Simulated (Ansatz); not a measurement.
**SiHO₂ (doublet): the correlation ladder, cc-pVDZ**

How much of the correlation energy of SiHO₂ (doublet) does each wave-function method recover here?

Program: Ansatz 0.2.0, Gaussian basis. Level of theory: cc-pVDZ, core rule «outside noble gas», up to 7 orbitals frozen. These are calculated values, not measurements.

The runs, in order: UHF; CCSD(T) on ROHF; CCSD(T) on UHF; BCCD(T) on ROHF; CISD; CCSDT(Q) on ROHF; CCSDT(Q) on UHF; CASSCF and NEVPT2, 13 electrons in 11 orbitals.

16 further runs of the same task are left out: 3 for a known fault of the program, 4 that didn't finish, 9 set aside as unsound or not needed.

## Step 1: What is computed

The geometry is a PBE0/def2-TZVP stationary point (not a proven minimum).

4 atoms, charge 0, spin multiplicity 2.

Atoms are counted from 1 here; the program's logs count them from 0.

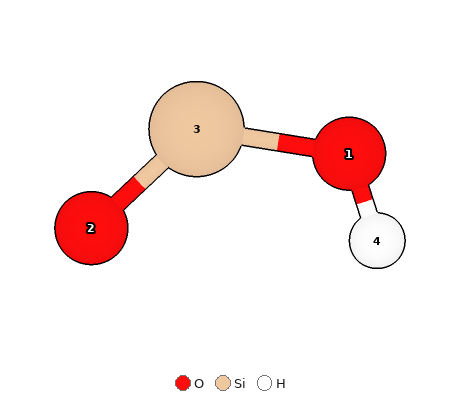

The geometry (oxygen red, silicon light orange, hydrogen white); atoms are numbered from 1 in the order of the file.

In the tables R marks a restricted open-shell determinant and U an unrestricted one; 'valence' is the active space of 13 electrons in 11 orbitals; energies count from the table's Hartree-Fock row.

## Step 2: UHF

in.yaml

```yaml
crystal:
  periodic: [false, false, false]
  atoms:
    - {symbol: O, position_ang: [0.000000, 0.199858, 1.434628]}
    - {symbol: O, position_ang: [0.000000, 0.406627, -1.385152]}
    - {symbol: Si, position_ang: [0.000000, -0.387106, -0.083158]}
    - {symbol: H, position_ang: [0.000000, 1.159459, 1.531796]}
basis:
  gaussian: {orbitals: cc-pVDZ}
magnetization: {spin_polarized: true, initial_magnetization: 1}
hamiltonian: {xc: hf}
output: {orbitals: {seedname: orbitals}}
```

Launch:

```
> ansatz run in.yaml --threads 1 --pin off --events-out ev --progress --plain --max-ram 2393MiB
```

Standard output:

```text
Functional definition: HF
  name "HF"
  cite "Fock, Z. Phys. 61, 126 (1930) doi:10.1007/BF01340294"
  parent pbe
  exchange = exact_x
  correlation = 0
484 factors; integrals over basis functions are off by at most 1.4e-3 eV
mean field evaluation 1: about -11947.0270 eV, gradient 3.5e1 eV
mean field evaluation 2: about -11947.0750 eV, gradient 3.5e1 eV
mean field evaluation 4: about -11952.1377 eV, gradient 3.8e0 eV
mean field evaluation 8: about -11952.2677 eV, gradient 5.4e-1 eV
mean field evaluation 16: about -11947.3619 eV, gradient 2.0e1 eV
mean field evaluation 32: about -11947.6696 eV, gradient 2.2e1 eV
mean field -11952.27383886 eV, -439.2379620359 hartree, gradient 7.2e-5 eV, S^2 0.764985; 0 other end points of the search recorded, 0 dependent functions left out
reference -11952.27383886 eV, -439.2379620359 hartree; 16, 15 occupied and 35, 36 virtual orbitals, 484 factors
Total energy: -11952.27383886 eV, -439.2379620359 hartree
```

Run time: 0.57 s. Hardware: 1 thread of Arm Neoverse V2, shared host.

From the report: ⟨S²⟩ of the determinant 0.765 (pure doublet: 0.75).

## Step 3: CCSD(T) on ROHF

Edit in.yaml of step 2 so:

```diff
@@ -9,4 +9,4 @@
   gaussian: {orbitals: cc-pVDZ}
-magnetization: {spin_polarized: true, initial_magnetization: 1}
-hamiltonian: {xc: hf}
-output: {orbitals: {seedname: orbitals}}
+magnetization: {spin_polarized: false, initial_magnetization: 1}
+correlation: {method: ccsd_t, electrons: outside_noble_gas}
+output: {forces: true}
```

Same command.

Standard output, cut to the lines that bear on the results:

```text
Functional definition: HF
  name "HF"
  cite "Fock, Z. Phys. 61, 126 (1930) doi:10.1007/BF01340294"
  parent pbe
[...]
484 factors; integrals over basis functions are off by at most 1.4e-3 eV
[...]
mean field -11952.17838029 eV, -439.2344539982 hartree, gradient 1.2e-6 eV, S^2 0.750000; 6 other end points of the search recorded, 0 dependent functions left out
[...]
determinant -11952.17838029 eV, -439.2344539982 hartree, with singles and doubles -11964.76535592 eV, -439.6970168207 hartree
determinant -11950.25991531 eV, -439.1639517106 hartree, with singles and doubles -11962.12413583 eV, -439.5999537727 hartree
7 core orbitals not correlated: weight in the atoms' cores, before any rotation towards them, 1.000 or more for the frozen orbitals, at most 0.000 for the correlated occupied ones
reference -11952.17838029 eV, -439.2344539982 hartree; 9, 8 occupied and 35, 36 virtual orbitals, 484 factors
second order -12.37766445 eV of doubles, -0.04327008 eV of singles
cycle   1  -12.59141688 eV  change   -4.4e-3 eV  update   4.4e-3
[...]
cycle  12  -12.59646516 eV  change   -8.7e-8 eV  update   7.0e-7
perturbative correction -0.40368103 eV, -0.0148350042 hartree
[...]
Total energy: -11965.17852648 eV, -439.7122005589 hartree
Atom 0 at     0.000000     0.199858     1.434628 Å, force    -0.000000     0.231603     1.665316 eV/Å
Atom 1 at     0.000000     0.406627    -1.385152 Å, force     0.000000     1.235812    -2.100187 eV/Å
Atom 2 at     0.000000    -0.387106    -0.083158 Å, force     0.000000    -1.798310     0.456603 eV/Å
Atom 3 at     0.000000     1.159459     1.531796 Å, force    -0.000000     0.330894    -0.021733 eV/Å
Dipole moment:     0.000000     0.034702     0.506789 e Å
```

It took 11 s on 1 thread of Arm Neoverse V2, shared host.

From the report: correlation -13.0001 eV; T1 0.034; largest double amplitude 0.06.

## Step 4: CCSD(T) on UHF

Edit in.yaml of step 3 so:

```diff
@@ -9,3 +9,3 @@
   gaussian: {orbitals: cc-pVDZ}
-magnetization: {spin_polarized: false, initial_magnetization: 1}
+magnetization: {spin_polarized: true, initial_magnetization: 1}
 correlation: {method: ccsd_t, electrons: outside_noble_gas}
```

The command is unchanged.

Standard output, cut to the lines that bear on the results:

```text
Functional definition: HF
  name "HF"
  cite "Fock, Z. Phys. 61, 126 (1930) doi:10.1007/BF01340294"
  parent pbe
[...]
484 factors; integrals over basis functions are off by at most 1.4e-3 eV
[...]
mean field -11952.27383886 eV, -439.2379620359 hartree, gradient 2.4e-6 eV, S^2 0.764985; 7 other end points of the search recorded, 0 dependent functions left out
determinant -11952.27383886 eV, -439.2379620359 hartree, with singles and doubles -11964.77744764 eV, -439.6974611832 hartree
determinant -11950.34979368 eV, -439.1672546799 hartree, with singles and doubles -11962.12597067 eV, -439.6000212021 hartree
determinant -11949.09739777 eV, -439.1212299791 hartree, with singles and doubles -11960.36269971 eV, -439.5352221894 hartree
7 core orbitals not correlated: weight in the atoms' cores, before any rotation towards them, 1.000 or more for the frozen orbitals, at most 0.000 for the correlated occupied ones
reference -11952.27383886 eV, -439.2379620359 hartree; 9, 8 occupied and 35, 36 virtual orbitals, 484 factors
second order -12.32460244 eV of doubles, -0.00000000 eV of singles
cycle   1  -12.50520485 eV  change   -1.6e-3 eV  update   2.7e-3
[...]
cycle  12  -12.50648339 eV  change    9.4e-7 eV  update   5.7e-7
perturbative correction -0.39616757 eV, -0.0145588897 hartree
[...]
Total energy: -11965.17648981 eV, -439.7121257128 hartree
Atom 0 at     0.000000     0.199858     1.434628 Å, force     0.000000     0.223335     1.665862 eV/Å
Atom 1 at     0.000000     0.406627    -1.385152 Å, force     0.000000     1.212560    -2.074278 eV/Å
Atom 2 at     0.000000    -0.387106    -0.083158 Å, force    -0.000000    -1.767073     0.431897 eV/Å
Atom 3 at     0.000000     1.159459     1.531796 Å, force    -0.000000     0.331177    -0.023481 eV/Å
Dipole moment:     0.000000     0.031398     0.508219 e Å
```

It took 12 s on 1 thread of Arm Neoverse V2, shared host.

From the report: ⟨S²⟩ of the determinant 0.765 (pure doublet: 0.75); correlation -12.9027 eV; T1 0.026; largest double amplitude 0.06.

## Step 5: BCCD(T) on ROHF

Edit in.yaml of step 4 so:

```diff
@@ -9,4 +9,3 @@
   gaussian: {orbitals: cc-pVDZ}
-magnetization: {spin_polarized: true, initial_magnetization: 1}
-correlation: {method: ccsd_t, electrons: outside_noble_gas}
-output: {forces: true}
+magnetization: {spin_polarized: false, initial_magnetization: 1}
+correlation: {method: bccd_t, electrons: outside_noble_gas}
```

Same command.

Standard output, cut to the lines that bear on the results:

```text
Functional definition: HF
  name "HF"
  cite "Fock, Z. Phys. 61, 126 (1930) doi:10.1007/BF01340294"
  parent pbe
[...]
484 factors; integrals over basis functions are off by at most 1.4e-3 eV
[...]
mean field -11952.17838029 eV, -439.2344539982 hartree, gradient 1.2e-6 eV, S^2 0.750000; 6 other end points of the search recorded, 0 dependent functions left out
[...]
determinant -11952.17838029 eV, -439.2344539982 hartree, with singles and doubles -11964.76535592 eV, -439.6970168207 hartree
determinant -11950.25991531 eV, -439.1639517106 hartree, with singles and doubles -11962.12413583 eV, -439.5999537727 hartree
7 core orbitals not correlated: weight in the atoms' cores, before any rotation towards them, 1.000 or more for the frozen orbitals, at most 0.000 for the correlated occupied ones
reference -11952.17838029 eV, -439.2344539982 hartree; 9, 8 occupied and 35, 36 virtual orbitals, 484 factors
second order -12.37766445 eV of doubles, -0.04327008 eV of singles
cycle   1  -12.51241208 eV  change    7.5e-2 eV  update   3.2e-2
[...]
cycle  12  -12.54168000 eV  change   -6.6e-6 eV  update   1.2e-5
perturbative correction -0.45993784 eV, -0.0169024038 hartree
Total energy: -11965.17999813 eV, -439.7122546410 hartree
```

Run time: 4.8 s. Hardware: 1 thread of Arm Neoverse V2, shared host.

From the report: correlation -13.0016 eV; largest double amplitude 0.06.

## Step 6: CISD

Edit in.yaml of step 5 so:

```diff
@@ -10,2 +10,2 @@
 magnetization: {spin_polarized: false, initial_magnetization: 1}
-correlation: {method: bccd_t, electrons: outside_noble_gas}
+correlation: {active_space: {ras: {orbitals: [8, 1, 35], electrons: 17, max_holes: 2, max_particles: 2}, fixed_orbitals: true}}
```

The command is unchanged.

Standard output:

```text
Functional definition: HF
  name "HF"
  cite "Fock, Z. Phys. 61, 126 (1930) doi:10.1007/BF01340294"
  parent pbe
  exchange = exact_x
  correlation = 0
484 factors; integrals over basis functions are off by at most 1.4e-3 eV
mean field evaluation 1: about -11947.0126 eV, gradient 4.8e1 eV
mean field evaluation 2: about -11947.0596 eV, gradient 4.8e1 eV
mean field evaluation 4: about -11951.9423 eV, gradient 8.1e0 eV
mean field evaluation 8: about -11952.1514 eV, gradient 1.1e0 eV
mean field evaluation 16: about -11952.1784 eV, gradient 1.2e-6 eV
mean field evaluation 32: about -11950.2598 eV, gradient 1.8e-1 eV
mean field evaluation 64: about -11951.5564 eV, gradient 1.4e0 eV
mean field -11952.17838029 eV, -439.2344539982 hartree, gradient 1.2e-6 eV, S^2 0.750000; 6 other end points of the search recorded, 0 dependent functions left out
reference -11952.17838029 eV, -439.2344539982 hartree; 16, 15 occupied and 35, 36 virtual orbitals, 484 factors
state -11963.45555037 eV, -439.6488823547 hartree
Total energy: -11963.45555037 eV, -439.6488823547 hartree
```

Run time: 8 s. Hardware: 1 thread of Arm Neoverse V2, shared host.

From the report: 104,565 determinants.

## Step 7: CCSDT(Q) on ROHF

Edit in.yaml of step 6 so:

```diff
@@ -10,2 +10,2 @@
 magnetization: {spin_polarized: false, initial_magnetization: 1}
-correlation: {active_space: {ras: {orbitals: [8, 1, 35], electrons: 17, max_holes: 2, max_particles: 2}, fixed_orbitals: true}}
+correlation: {method: ccsdt_q, electrons: outside_noble_gas}
```

Launched as before.

Standard output, cut to the lines that bear on the results:

```text
Functional definition: HF
  name "HF"
  cite "Fock, Z. Phys. 61, 126 (1930) doi:10.1007/BF01340294"
  parent pbe
[...]
904 factors; integrals over basis functions are off by at most 1.9e-7 eV
[...]
mean field -11952.17857355 eV, -439.2344611004 hartree, gradient 1.1e-6 eV, S^2 0.750000; 6 other end points of the search recorded, 0 dependent functions left out
[...]
determinant -11952.17857355 eV, -439.2344611004 hartree, with singles and doubles -11964.76555834 eV, -439.6970242596 hartree
determinant -11950.26010934 eV, -439.1639588411 hartree, with singles and doubles -11962.12435458 eV, -439.5999618118 hartree
7 core orbitals not correlated: weight in the atoms' cores, before any rotation towards them, 1.000 or more for the frozen orbitals, at most 0.000 for the correlated occupied ones
reference -11952.17857355 eV, -439.2344611004 hartree; 9, 8 occupied and 35, 36 virtual orbitals, 904 factors
second order -12.37769691 eV of doubles, -0.04327003 eV of singles
cycle   1  -12.02518681 eV  change    4.0e-1 eV  update   1.5e-1
[...]
cycle  21  -13.02376338 eV  change   -3.1e-7 eV  update   7.5e-7
perturbative correction -0.04787434 eV, -0.0017593497 hartree
Total energy: -11965.25021128 eV, -439.7148349265 hartree
```

Run time: 4.5 min. Hardware: 1 thread of Arm Neoverse V2, shared host; peak memory 1.5 GiB.

From the report: correlation -13.0716 eV; T1 0.035; largest double amplitude 0.07.

## Step 8: CCSDT(Q) on UHF

Edit in.yaml of step 7 so:

```diff
@@ -9,3 +9,3 @@
   gaussian: {orbitals: cc-pVDZ}
-magnetization: {spin_polarized: false, initial_magnetization: 1}
+magnetization: {spin_polarized: true, initial_magnetization: 1}
 correlation: {method: ccsdt_q, electrons: outside_noble_gas}
```

The command is unchanged.

Standard output, cut to the lines that bear on the results:

```text
Functional definition: HF
  name "HF"
  cite "Fock, Z. Phys. 61, 126 (1930) doi:10.1007/BF01340294"
  parent pbe
[...]
904 factors; integrals over basis functions are off by at most 1.9e-7 eV
[...]
mean field -11952.27403221 eV, -439.2379691413 hartree, gradient 3.0e-6 eV, S^2 0.764985; 7 other end points of the search recorded, 0 dependent functions left out
determinant -11952.27403221 eV, -439.2379691413 hartree, with singles and doubles -11964.77765014 eV, -439.6974686252 hartree
determinant -11950.34998772 eV, -439.1672618105 hartree, with singles and doubles -11962.12618879 eV, -439.6000292175 hartree
determinant -11949.09763207 eV, -439.1212385893 hartree, with singles and doubles -11960.36293026 eV, -439.5352306618 hartree
7 core orbitals not correlated: weight in the atoms' cores, before any rotation towards them, 1.000 or more for the frozen orbitals, at most 0.000 for the correlated occupied ones
reference -11952.27403221 eV, -439.2379691413 hartree; 9, 8 occupied and 35, 36 virtual orbitals, 904 factors
second order -12.32463522 eV of doubles, -0.00000000 eV of singles
cycle   1  -11.97291025 eV  change    3.5e-1 eV  update   1.4e-1
[...]
cycle  21  -12.92801815 eV  change   -4.0e-7 eV  update   1.0e-6
perturbative correction -0.06154785 eV, -0.0022618417 hartree
Total energy: -11965.26359821 eV, -439.7153268872 hartree
```

It took 100 s on 1 thread of Arm Neoverse V2, shared host; peak memory 0.97 GiB.

From the report: ⟨S²⟩ of the determinant 0.765 (pure doublet: 0.75); correlation -12.9896 eV; T1 0.026; largest double amplitude 0.07.

## Step 9: CASSCF and NEVPT2, 13 electrons in 11 orbitals

Edit in.yaml of step 8 so:

```diff
@@ -9,3 +9,3 @@
   gaussian: {orbitals: cc-pVDZ}
-magnetization: {spin_polarized: true, initial_magnetization: 1}
-correlation: {method: ccsdt_q, electrons: outside_noble_gas}
+magnetization: {spin_polarized: false, initial_magnetization: 1}
+correlation: {method: sc_nevpt2, electrons: outside_noble_gas, active_space: {window: {electrons: 13, orbitals: 11}, shells: [{species: H, l: s, shell: 1}, {species: O, l: p, shell: 2}, {species: Si, l: s, shell: 3}, {species: Si, l: p, shell: 3}]}}
```

Launched as before.

Standard output, cut to the lines that bear on the results:

```text
Functional definition: HF
  name "HF"
  cite "Fock, Z. Phys. 61, 126 (1930) doi:10.1007/BF01340294"
  parent pbe
[...]
904 factors; integrals over basis functions are off by at most 1.9e-7 eV
[...]
mean field -11952.17857355 eV, -439.2344611004 hartree, gradient 1.1e-6 eV, S^2 0.750000; 6 other end points of the search recorded, 0 dependent functions left out
reference -11952.17857355 eV, -439.2344611004 hartree; 16, 15 occupied and 35, 36 virtual orbitals, 904 factors
state -11955.99983510 eV, -439.3748898720 hartree
state -11955.99983510 eV, -439.3748898720 hartree; corrected -11963.81561184 eV, -439.6621143698 hartree
Total energy: -11963.81561184 eV, -439.6621143698 hartree
Checks for a lower state left out: starts, orbital_swaps
```

Wall time 16 s (1 thread of Arm Neoverse V2, shared host).

From the report: 76,384 determinants; active occupations 2.00, 2.00, 1.98, 1.97, 1.97, 1.95, 1.01, 0.05, 0.03, 0.03, 0.02.

## Step 10: Natural occupations

Natural occupations of the CASSCF valence state about the gap (report; correlated orbitals 3 to 11): 1.981, 1.970, 1.965, 1.954, 1.008, 0.048, 0.034, 0.025, 0.020. The count of effectively unpaired electrons, Σ n²(2 − n)², is 1.03; a single determinant of this spin has 1.

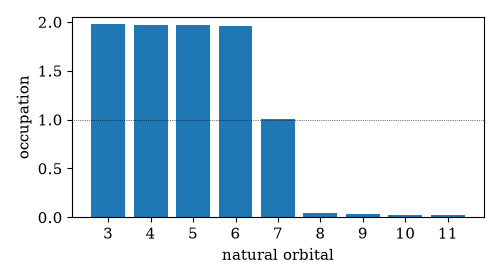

Natural occupations of the CASSCF valence state.

## Step 11: Misses and costs

The yardstick is UCCSDT(Q), where the cluster series has nearly closed. Rows without a time come out of other runs: HF, MP2 and CCSD of CCSD(T), CCSDT of CCSDT(Q), CASSCF and MRCISD of the multireference runs. The times of RCCSD(T), UCCSD(T) include forces.

Differences are taken before rounding.

| method | energy from the lowest RHF (kJ/mol) | from UCCSDT(Q) (kJ/mol) | time |
| --- | --- | --- | --- |
| RHF | 0.0 | +1262.5 |  |
| UHF | -9.2 | +1253.3 |  |
| RMP2 | -1198.4 | +64.1 |  |
| UMP2 | -1198.4 | +64.2 |  |
| CISD | -1088.1 | +174.5 | 8 s |
| RCCSD | -1215.4 | +47.2 |  |
| UCCSD | -1215.9 | +46.6 |  |
| RCCSD(T) | -1254.3 | +8.2 | 11 s |
| UCCSD(T) | -1254.1 | +8.4 | 12 s |
| BCCD(T) | -1254.5 | +8.1 | 4.8 s |
| RCCSDT | -1256.6 | +5.9 |  |
| UCCSDT | -1256.6 | +5.9 |  |
| RCCSDT(Q) | -1261.2 | +1.3 | 4.5 min |
| UCCSDT(Q) | -1262.5 | 0 | 100 s |
| CASSCF valence | -368.7 | +893.8 |  |
| NEVPT2 valence | -1122.8 | +139.7 | 16 s |

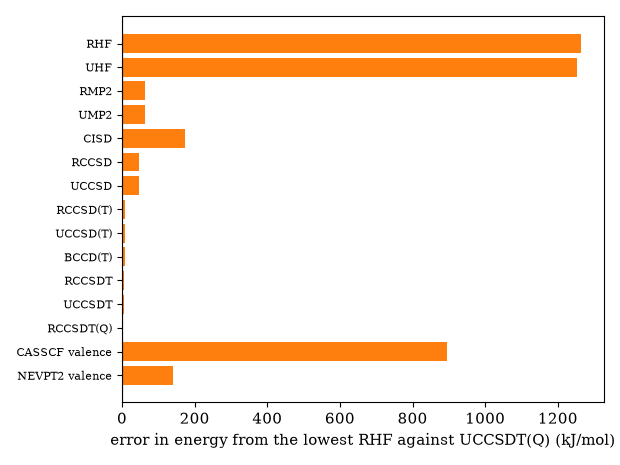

Error of each method against UCCSDT(Q).

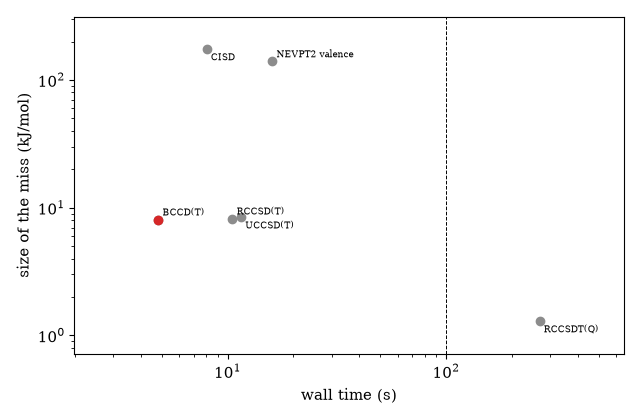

Accuracy for the time spent; red marks the levels that beat every quicker one drawn (of those quicker than the yardstick), and the dashed line is the time of UCCSDT(Q). Times are from a shared host.

With the free atoms at the same levels and basis (separate runs), the atomisation energy is 13.069 eV at UCCSDT(Q), 13.009 eV at RCCSD(T), 13.003 eV at UCCSD(T), 8.537 eV at RHF.

## Step 12: What came out

| quantity | value |
| --- | --- |
| UCCSDT(Q) below the RHF energy | -13.0852 eV |
| RMP2 from UCCSDT(Q) | +64.1 kJ/mol |
| UMP2 from UCCSDT(Q) | +64.2 kJ/mol |
| RCCSD from UCCSDT(Q) | +47.2 kJ/mol |
| RCCSD(T) from UCCSDT(Q) | +8.2 kJ/mol |
| UCCSD(T) from UCCSDT(Q) | +8.4 kJ/mol |
| RCCSDT(Q) from UCCSDT(Q) | +1.3 kJ/mol |
| NEVPT2 valence from UCCSDT(Q) | +139.7 kJ/mol |
| levels within 1 kcal/mol (43 meV) | RCCSDT(Q) |
| T1 diagnostic | 0.034 |
| effectively unpaired electrons | 1.03 |

In words: RCCSD(T) lands +8.2 kJ/mol from the yardstick (0.7 % of the correlation energy). One determinant dominates. These misses are within one basis, not against nature; the frozen cores of restricted and unrestricted runs differ, which can shift their rows.

For cost: BCCD(T) gets within 8.1 kJ/mol in 4.8 s, where UCCSDT(Q) took 100 s.
